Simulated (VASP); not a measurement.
Band structure of NiAl (CsCl type). All values below come from revPBE GGA, VASP's PBE PAW potentials (set 64) (plane waves; VASP).

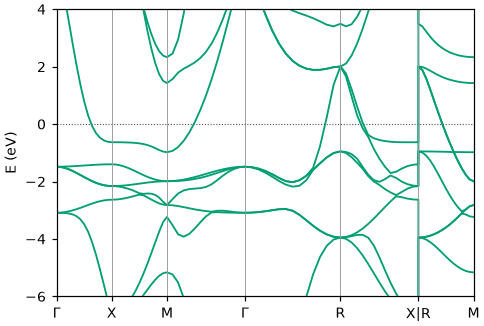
Fig. 1. Bands along high-symmetry lines, zero at the valence-band maximum or, without a gap, the Fermi level

Task: Read the plot: is there a gap, and where are the band edges?

Result: It has no gap at this level: it comes out as a metal or semimetal. (Edges off the drawn lines would not show.)

The compound is NiAl in the CsCl type structure. It was relaxed first. The run is not spin-polarised, so no magnetic state was tried. The electron count is odd and the run is not spin-polarised, which forces a metal.
